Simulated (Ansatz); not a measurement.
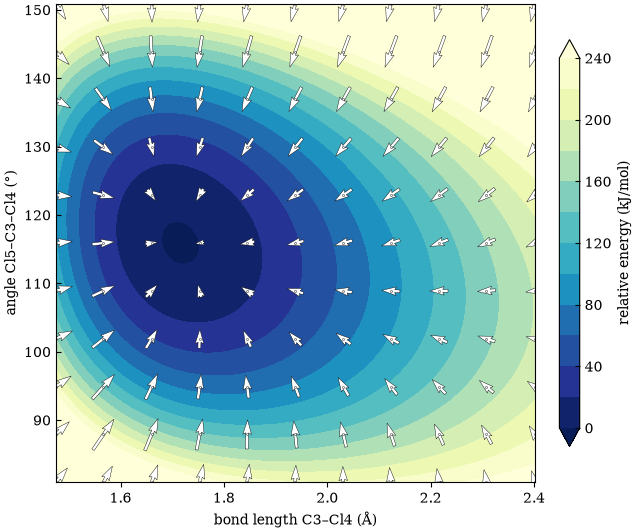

Energy landscape of C2HCl3, SMILES ClC=C(Cl)Cl. First axis: bond length C3–Cl4. Second axis: angle Cl5–C3–Cl4. Nothing is relaxed (all other coordinates rigid). The scan uses an 11 × 11 grid. Points are written as (first, second). Energies are in kJ/mol, from the lowest grid point. Theory: RKS PBE-D4/def2-TZVP (Ansatz).

In the figure: filled contours, dots at the grid points, arrows along the force (downhill), their lengths compressed, one colour for all values above the top of the scale. Between grid points the surface is interpolated. 

**Where are the wells?**

The lowest grid point is at (1.753 Å, 115.9°). It is the only kind of minimum in the scanned range. The highest grid point, (2.401 Å, 150.9°), lies 491 kJ/mol above the lowest. Round the minimum the valley is somewhat tilted: raising bond length C3–Cl4 shifts the best value of angle Cl5–C3–Cl4 downwards (coupling k₁₂/√(k₁₁k₂₂) about 0.2).

Each point was launched as `ansatz run input.yaml --threads 1 --pin off --max-ram 2560MiB --backend cpu --events-out ev --progress --plain --runs-dir out`. The whole map (121 points run) took 12 min on 1 thread of Arm Neoverse V1, with other jobs on the host.
